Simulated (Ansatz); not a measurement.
# SiH₃+ (triplet): B2PLYP, RPA-PBE over vertical gaps between states and displaced geometries, cc-pVTZ

Aim: run SiH₃+ (triplet) with these functionals over vertical gaps between states and displaced geometries, and hold them against the top wave-function level at the same points.

Program: Ansatz 0.2.0, Gaussian basis. Level of theory: cc-pVTZ, all electrons in the functionals, frozen cores in the correlation of double hybrids and RPA. These are calculated values, not measurements.

Plan: B2PLYP, RPA-PBE, at charge 1, triplet; charge 1, singlet; charge 1, quintet; displaced geometry v1; displaced geometry v2.

15 further runs of the same task are left out: 2 for a known fault of the program, 3 that didn't finish, 10 set aside as unsound or not needed.

## (1) What is computed

The geometry is a PBE0/def2-TZVP stationary point (not a proven minimum).

4 atoms, charge 1, spin multiplicity 3.

Atoms are counted from 1 here; the program's logs count them from 0.

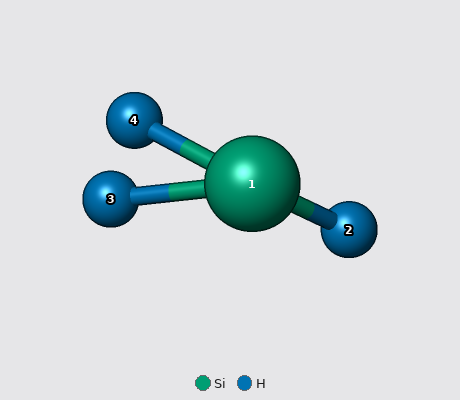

The structure; silicon teal, hydrogen blue; atoms are numbered from 1 in the order of the file.

No dispersion term is added.

The geometry shown and the zero of energy belong to the point charge 1, triplet. The yardstick, UCCSDT(Q), and other wave-function levels (R restricted, U unrestricted, valence and pair active spaces) come from earlier runs.

## (2) B2PLYP, charge 1, triplet

The input, in.yaml:

```yaml
crystal:
  periodic: [false, false, false]
  atoms:
    - {symbol: Si, position_ang: [0.000000, 0.067650, -0.078712]}
    - {symbol: H, position_ang: [0.000000, -1.225497, -0.823444]}
    - {symbol: H, position_ang: [0.439321, -0.329762, 1.508342]}
    - {symbol: H, position_ang: [-0.439321, -0.329762, 1.508342]}
basis:
  gaussian: {orbitals: cc-pVTZ}
total_charge: 1
magnetization: {spin_polarized: true, initial_magnetization: 2}
hamiltonian: {xc: {name: B2PLYP}}
correlation: {electrons: outside_noble_gas}
```

Started as:

```
ansatz run in.yaml --threads 1 --pin off --events-out ev --progress --plain --max-ram 2393MiB
```

The program printed:

```text
Functional definition: B2PLYP
  name "B2PLYP"
  cite "Grimme, J. Chem. Phys. 124, 034108 (2006) doi:10.1063/1.2148954"
  cite "Becke, Phys. Rev. A 38, 3098 (1988) doi:10.1103/PhysRevA.38.3098"
  cite "Lee, Yang & Parr, Phys. Rev. B 37, 785 (1988) doi:10.1103/PhysRevB.37.785"
  parameter a = 0.53
  parameter c = 0.27
  exchange = (1 - a)*b88_x + a*exact_x
  correlation = (1 - c)*lyp_c + c*(mp2_os + mp2_ss)
429 factors; integrals over basis functions are off by at most 8.8e-4 eV
mean field evaluation 1: about -7909.0673 eV, gradient 7.4e0 eV
mean field evaluation 2: about -7909.0674 eV, gradient 7.4e0 eV
mean field evaluation 4: about -7909.6170 eV, gradient 6.2e-1 eV
mean field evaluation 8: about -7909.6261 eV, gradient 2.9e-2 eV
mean field evaluation 16: about -7909.6262 eV, gradient 3.9e-5 eV
mean field -7909.62615199 eV, -290.6733997486 hartree, gradient 2.1e-6 eV, S^2 2.004628; 0 other end points of the search recorded, 0 dependent functions left out
5 core orbitals not correlated: weight in the atoms' cores, before any rotation towards them, 1.000 or more for the frozen orbitals, at most 0.000 for the correlated occupied ones
reference -7909.62627191 eV, -290.6734041556 hartree; 4, 2 occupied and 67, 69 virtual orbitals, 429 factors
second order -3.18679748 eV of doubles, -0.00000000 eV of singles
Total energy: -7910.48670723 eV, -290.7050245704 hartree
```

Run time: 1.2 s. Hardware: 1 thread of Arm Neoverse V2, shared host.

From the report: ⟨S²⟩ of the determinant 2.005 (pure triplet: 2.00).

## (3) B2PLYP, charge 1, singlet

in.yaml, as its differences from that of step 2:

```diff
@@ -10,3 +10,3 @@
 total_charge: 1
-magnetization: {spin_polarized: true, initial_magnetization: 2}
+magnetization: {spin_polarized: true, initial_magnetization: 0}
 hamiltonian: {xc: {name: B2PLYP}}
```

Launched as before.

The program printed, cut to the lines that bear on the results:

```text
Functional definition: B2PLYP
  name "B2PLYP"
  cite "Grimme, J. Chem. Phys. 124, 034108 (2006) doi:10.1063/1.2148954"
  cite "Becke, Phys. Rev. A 38, 3098 (1988) doi:10.1103/PhysRevA.38.3098"
  cite "Lee, Yang & Parr, Phys. Rev. B 37, 785 (1988) doi:10.1103/PhysRevB.37.785"
[...]
429 factors; integrals over basis functions are off by at most 8.8e-4 eV
[...]
mean field -7909.98305565 eV, -290.6865157159 hartree, gradient 2.9e-6 eV, S^2 0.505177; 5 other end points of the search recorded, 0 dependent functions left out
5 core orbitals not correlated: weight in the atoms' cores, before any rotation towards them, 1.000 or more for the frozen orbitals, at most 0.000 for the correlated occupied ones
reference -7909.98317353 eV, -290.6865200479 hartree; 3, 3 occupied and 68, 68 virtual orbitals, 429 factors
second order -3.40086301 eV of doubles, -0.00000000 eV of singles
Total energy: -7910.90140654 eV, -290.7202644888 hartree
```

Wall time 3.1 s (1 thread of Arm Neoverse V2, shared host).

From the report: ⟨S²⟩ of the determinant 0.505 (pure singlet: 0.00). The determinant is far from a pure spin state, so its energy mixes those of several spin states (harmless only where they are near-degenerate, as at dissociation).

From charge 1, triplet: -9.6 kcal/mol.

## (4) B2PLYP, charge 1, quintet

in.yaml, as its differences from that of step 3:

```diff
@@ -10,3 +10,3 @@
 total_charge: 1
-magnetization: {spin_polarized: true, initial_magnetization: 0}
+magnetization: {spin_polarized: true, initial_magnetization: 4}
 hamiltonian: {xc: {name: B2PLYP}}
```

Same command.

The program printed, cut to the lines that bear on the results:

```text
Functional definition: B2PLYP
  name "B2PLYP"
  cite "Grimme, J. Chem. Phys. 124, 034108 (2006) doi:10.1063/1.2148954"
  cite "Becke, Phys. Rev. A 38, 3098 (1988) doi:10.1103/PhysRevA.38.3098"
  cite "Lee, Yang & Parr, Phys. Rev. B 37, 785 (1988) doi:10.1103/PhysRevB.37.785"
[...]
429 factors; integrals over basis functions are off by at most 8.8e-4 eV
[...]
mean field -7901.12790633 eV, -290.3610949807 hartree, gradient 8.3e-6 eV, S^2 6.002705; 2 other end points of the search recorded, 0 dependent functions left out
5 core orbitals not correlated: weight in the atoms' cores, before any rotation towards them, 1.000 or more for the frozen orbitals, at most 0.000 for the correlated occupied ones
reference -7901.12803047 eV, -290.3610995429 hartree; 5, 1 occupied and 66, 70 virtual orbitals, 429 factors
second order -2.51115403 eV of doubles, -0.00000000 eV of singles
Total energy: -7901.80604206 eV, -290.3860160092 hartree
```

Run time: 1.5 s. Hardware: 1 thread of Arm Neoverse V2, shared host.

From the report: ⟨S²⟩ of the determinant 6.003 (pure quintet: 6.00).

From charge 1, triplet: +200.2 kcal/mol.

## (5) B2PLYP, displaced geometry v1

The input, in.yaml:

```yaml
crystal:
  periodic: [false, false, false]
  atoms:
    - {symbol: Si, position_ang: [0.000303, 0.067411, -0.075832]}
    - {symbol: H, position_ang: [-0.000530, -1.241879, -0.831717]}
    - {symbol: H, position_ang: [0.486755, -0.286833, 1.457456]}
    - {symbol: H, position_ang: [-0.494664, -0.349648, 1.487258]}
basis:
  gaussian: {orbitals: cc-pVTZ}
total_charge: 1
magnetization: {spin_polarized: true, initial_magnetization: 2}
hamiltonian: {xc: {name: B2PLYP}}
correlation: {electrons: outside_noble_gas}
```

The command is unchanged.

The program printed, cut to the lines that bear on the results:

```text
Functional definition: B2PLYP
  name "B2PLYP"
  cite "Grimme, J. Chem. Phys. 124, 034108 (2006) doi:10.1063/1.2148954"
  cite "Becke, Phys. Rev. A 38, 3098 (1988) doi:10.1103/PhysRevA.38.3098"
  cite "Lee, Yang & Parr, Phys. Rev. B 37, 785 (1988) doi:10.1103/PhysRevB.37.785"
[...]
429 factors; integrals over basis functions are off by at most 1.0e-3 eV
[...]
mean field -7909.53746431 eV, -290.6701405362 hartree, gradient 2.8e-6 eV, S^2 2.005025; 0 other end points of the search recorded, 0 dependent functions left out
5 core orbitals not correlated: weight in the atoms' cores, before any rotation towards them, 1.000 or more for the frozen orbitals, at most 0.000 for the correlated occupied ones
reference -7909.53758638 eV, -290.6701450223 hartree; 4, 2 occupied and 67, 69 virtual orbitals, 429 factors
second order -3.25408560 eV of doubles, -0.00000000 eV of singles
Total energy: -7910.41618949 eV, -290.7024330911 hartree
```

It took 1.2 s on 1 thread of Arm Neoverse V2, shared host.

From the report: ⟨S²⟩ of the determinant 2.005 (pure triplet: 2.00).

From charge 1, triplet: +1.6 kcal/mol.

## (6) B2PLYP, displaced geometry v2

The input, in.yaml:

```yaml
crystal:
  periodic: [false, false, false]
  atoms:
    - {symbol: Si, position_ang: [0.008368, 0.070728, -0.079899]}
    - {symbol: H, position_ang: [-0.156506, -1.214045, -0.813037]}
    - {symbol: H, position_ang: [0.359435, -0.350734, 1.510569]}
    - {symbol: H, position_ang: [-0.436098, -0.406004, 1.528783]}
basis:
  gaussian: {orbitals: cc-pVTZ}
total_charge: 1
magnetization: {spin_polarized: true, initial_magnetization: 2}
hamiltonian: {xc: {name: B2PLYP}}
correlation: {electrons: outside_noble_gas}
```

Launched as before.

The program printed, cut to the lines that bear on the results:

```text
Functional definition: B2PLYP
  name "B2PLYP"
  cite "Grimme, J. Chem. Phys. 124, 034108 (2006) doi:10.1063/1.2148954"
  cite "Becke, Phys. Rev. A 38, 3098 (1988) doi:10.1103/PhysRevA.38.3098"
  cite "Lee, Yang & Parr, Phys. Rev. B 37, 785 (1988) doi:10.1103/PhysRevB.37.785"
[...]
428 factors; integrals over basis functions are off by at most 8.1e-4 eV
[...]
mean field -7909.60990872 eV, -290.6728028195 hartree, gradient 2.3e-6 eV, S^2 2.004724; 0 other end points of the search recorded, 0 dependent functions left out
5 core orbitals not correlated: weight in the atoms' cores, before any rotation towards them, 1.000 or more for the frozen orbitals, at most 0.000 for the correlated occupied ones
reference -7909.61002715 eV, -290.6728071714 hartree; 4, 2 occupied and 67, 69 virtual orbitals, 428 factors
second order -3.13163617 eV of doubles, -0.00000000 eV of singles
Total energy: -7910.45556891 eV, -290.7038802582 hartree
```

It took 1.2 s on 1 thread of Arm Neoverse V2, shared host.

From the report: ⟨S²⟩ of the determinant 2.005 (pure triplet: 2.00).

From charge 1, triplet: +0.7 kcal/mol.

## (7) RPA-PBE, charge 1, triplet

The input, in.yaml:

```yaml
crystal:
  periodic: [false, false, false]
  atoms:
    - {symbol: Si, position_ang: [0.000000, 0.067650, -0.078712]}
    - {symbol: H, position_ang: [0.000000, -1.225497, -0.823444]}
    - {symbol: H, position_ang: [0.439321, -0.329762, 1.508342]}
    - {symbol: H, position_ang: [-0.439321, -0.329762, 1.508342]}
basis:
  gaussian: {orbitals: cc-pVTZ}
total_charge: 1
magnetization: {spin_polarized: true, initial_magnetization: 2}
hamiltonian: {xc: {name: PBE}}
correlation: {method: rpa, electrons: outside_noble_gas}
```

Launched as before.

The program printed, cut to the lines that bear on the results:

```text
Functional definition: PBE
  name "PBE"
  cite "Perdew, Burke & Ernzerhof, Phys. Rev. Lett. 77, 3865 (1996) doi:10.1103/PhysRevLett.77.3865"
  parent pbe
[...]
429 factors; integrals over basis functions are off by at most 8.8e-4 eV
[...]
mean field -7909.77245673 eV, -290.6787763483 hartree, gradient 9.2e-6 eV, S^2 2.002281; 0 other end points of the search recorded, 0 dependent functions left out
5 core orbitals not correlated: weight in the atoms' cores, before any rotation towards them, 1.000 or more for the frozen orbitals, at most 0.000 for the correlated occupied ones
reference -7897.99010642 eV, -290.2457829611 hartree; 4, 2 occupied and 67, 69 virtual orbitals, 429 factors
Total energy: -7904.18132616 eV, -290.4733060899 hartree
```

Wall time 1.1 s (1 thread of Arm Neoverse V2, shared host).

From the report: ⟨S²⟩ of the determinant 2.002 (pure triplet: 2.00).

## (8) RPA-PBE, charge 1, singlet

in.yaml, as its differences from that of step 7:

```diff
@@ -10,3 +10,3 @@
 total_charge: 1
-magnetization: {spin_polarized: true, initial_magnetization: 2}
+magnetization: {spin_polarized: true, initial_magnetization: 0}
 hamiltonian: {xc: {name: PBE}}
```

The command is unchanged.

The program printed, cut to the lines that bear on the results:

```text
Functional definition: PBE
  name "PBE"
  cite "Perdew, Burke & Ernzerhof, Phys. Rev. Lett. 77, 3865 (1996) doi:10.1103/PhysRevLett.77.3865"
  parent pbe
[...]
429 factors; integrals over basis functions are off by at most 8.8e-4 eV
[...]
mean field -7910.06405810 eV, -290.6894925012 hartree, gradient 1.2e-6 eV, S^2 0.495390; 10 other end points of the search recorded, 0 dependent functions left out
5 core orbitals not correlated: weight in the atoms' cores, before any rotation towards them, 1.000 or more for the frozen orbitals, at most 0.000 for the correlated occupied ones
reference -7898.08121200 eV, -290.2491310293 hartree; 3, 3 occupied and 68, 68 virtual orbitals, 429 factors
Total energy: -7904.65658062 eV, -290.4907713690 hartree
```

Wall time 6 s (1 thread of Arm Neoverse V2, shared host).

From the report: ⟨S²⟩ of the determinant 0.495 (pure singlet: 0.00).

From charge 1, triplet: -11.0 kcal/mol.

## (9) RPA-PBE, charge 1, quintet

in.yaml, as its differences from that of step 8:

```diff
@@ -10,3 +10,3 @@
 total_charge: 1
-magnetization: {spin_polarized: true, initial_magnetization: 0}
+magnetization: {spin_polarized: true, initial_magnetization: 4}
 hamiltonian: {xc: {name: PBE}}
```

The command is unchanged.

The program printed, cut to the lines that bear on the results:

```text
Functional definition: PBE
  name "PBE"
  cite "Perdew, Burke & Ernzerhof, Phys. Rev. Lett. 77, 3865 (1996) doi:10.1103/PhysRevLett.77.3865"
  parent pbe
[...]
429 factors; integrals over basis functions are off by at most 8.8e-4 eV
[...]
mean field -7901.44461231 eV, -290.3727337108 hartree, gradient 5.9e-6 eV, S^2 6.001119; 0 other end points of the search recorded, 0 dependent functions left out
5 core orbitals not correlated: weight in the atoms' cores, before any rotation towards them, 1.000 or more for the frozen orbitals, at most 0.000 for the correlated occupied ones
reference -7890.04159456 eV, -289.9536805378 hartree; 5, 1 occupied and 66, 70 virtual orbitals, 429 factors
Total energy: -7895.64728937 eV, -290.1596860223 hartree
```

Run time: 1.1 s. Hardware: 1 thread of Arm Neoverse V2, shared host.

From the report: ⟨S²⟩ of the determinant 6.001 (pure quintet: 6.00).

From charge 1, triplet: +196.8 kcal/mol.

## (10) RPA-PBE, displaced geometry v1

The input, in.yaml:

```yaml
crystal:
  periodic: [false, false, false]
  atoms:
    - {symbol: Si, position_ang: [0.000303, 0.067411, -0.075832]}
    - {symbol: H, position_ang: [-0.000530, -1.241879, -0.831717]}
    - {symbol: H, position_ang: [0.486755, -0.286833, 1.457456]}
    - {symbol: H, position_ang: [-0.494664, -0.349648, 1.487258]}
basis:
  gaussian: {orbitals: cc-pVTZ}
total_charge: 1
magnetization: {spin_polarized: true, initial_magnetization: 2}
hamiltonian: {xc: {name: PBE}}
correlation: {method: rpa, electrons: outside_noble_gas}
```

Same command.

The program printed, cut to the lines that bear on the results:

```text
Functional definition: PBE
  name "PBE"
  cite "Perdew, Burke & Ernzerhof, Phys. Rev. Lett. 77, 3865 (1996) doi:10.1103/PhysRevLett.77.3865"
  parent pbe
[...]
429 factors; integrals over basis functions are off by at most 1.0e-3 eV
[...]
mean field -7909.74614538 eV, -290.6778094241 hartree, gradient 1.2e-6 eV, S^2 2.002355; 0 other end points of the search recorded, 0 dependent functions left out
5 core orbitals not correlated: weight in the atoms' cores, before any rotation towards them, 1.000 or more for the frozen orbitals, at most 0.000 for the correlated occupied ones
reference -7897.85676580 eV, -290.2408827834 hartree; 4, 2 occupied and 67, 69 virtual orbitals, 429 factors
Total energy: -7904.11969783 eV, -290.4710412905 hartree
```

It took 1.1 s on 1 thread of Arm Neoverse V2, shared host.

From the report: ⟨S²⟩ of the determinant 2.002 (pure triplet: 2.00).

From charge 1, triplet: +1.4 kcal/mol.

## (11) RPA-PBE, displaced geometry v2

The input, in.yaml:

```yaml
crystal:
  periodic: [false, false, false]
  atoms:
    - {symbol: Si, position_ang: [0.008368, 0.070728, -0.079899]}
    - {symbol: H, position_ang: [-0.156506, -1.214045, -0.813037]}
    - {symbol: H, position_ang: [0.359435, -0.350734, 1.510569]}
    - {symbol: H, position_ang: [-0.436098, -0.406004, 1.528783]}
basis:
  gaussian: {orbitals: cc-pVTZ}
total_charge: 1
magnetization: {spin_polarized: true, initial_magnetization: 2}
hamiltonian: {xc: {name: PBE}}
correlation: {method: rpa, electrons: outside_noble_gas}
```

Launched as before.

The program printed, cut to the lines that bear on the results:

```text
Functional definition: PBE
  name "PBE"
  cite "Perdew, Burke & Ernzerhof, Phys. Rev. Lett. 77, 3865 (1996) doi:10.1103/PhysRevLett.77.3865"
  parent pbe
[...]
428 factors; integrals over basis functions are off by at most 8.1e-4 eV
[...]
mean field -7909.70107544 eV, -290.6761531346 hartree, gradient 1.2e-6 eV, S^2 2.002319; 0 other end points of the search recorded, 0 dependent functions left out
5 core orbitals not correlated: weight in the atoms' cores, before any rotation towards them, 1.000 or more for the frozen orbitals, at most 0.000 for the correlated occupied ones
reference -7898.00544977 eV, -290.2463468188 hartree; 4, 2 occupied and 67, 69 virtual orbitals, 428 factors
Total energy: -7904.14722172 eV, -290.4720527747 hartree
```

It took 1.1 s on 1 thread of Arm Neoverse V2, shared host.

From the report: ⟨S²⟩ of the determinant 2.002 (pure triplet: 2.00).

From charge 1, triplet: +0.8 kcal/mol.

## (12) The comparison

The yardstick is UCCSDT(Q), where the cluster series has nearly closed. It comes from earlier runs at the same points. Energies in kcal/mol, counted from charge 1, triplet; blanks weren't run or aren't comparable.

| level | triplet to singlet | triplet to quintet | displacement v1 | displacement v2 |
| --- | --- | --- | --- | --- |
| UCCSDT(Q) | -11.3 | 196.4 | 1.8 | 0.7 |
| B2PLYP | -9.6 | 200.2 | 1.6 | 0.7 |
| RPA-PBE | -11.0 | 196.8 | 1.4 | 0.8 |

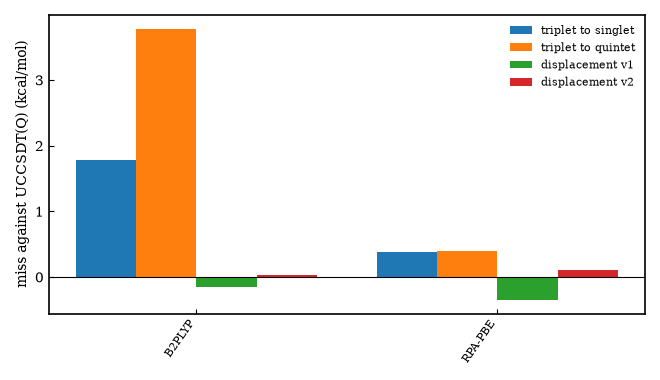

Misses of the gaps against UCCSDT(Q).

Largest miss and mean time a point (UCCSDT(Q) took 1.7 min a point; shared hosts):

| level | largest miss (kcal/mol) | where | time a point |
| --- | --- | --- | --- |
| B2PLYP | +3.8 | triplet to quintet | 1.7 s |
| RPA-PBE | +0.4 | triplet to quintet | 2.1 s |

## (13) Outcome

```
                     quantity                               value
triplet to singlet, UCCSDT(Q)                      -11.3 kcal/mol
triplet to quintet, UCCSDT(Q)                      196.4 kcal/mol
   displacement v1, UCCSDT(Q)                        1.8 kcal/mol
   displacement v2, UCCSDT(Q)                        0.7 kcal/mol
         largest miss, B2PLYP  +3.8 kcal/mol (triplet to quintet)
        largest miss, RPA-PBE  +0.4 kcal/mol (triplet to quintet)
```

**Reading.** Of the functionals, RPA-PBE keep the smallest largest miss at the points compared (at most 0.4 kcal/mol) and B2PLYP strays most (3.8 kcal/mol, at triplet to quintet). B2PLYP, RPA-PBE clearly break the spin symmetry at some points (⟨S²⟩ up to 0.51 above the pure value), so energy there is bought with a mixed spin. Functionals and the yardstick converge differently with the basis, so part of each miss in cc-pVTZ is the basis.
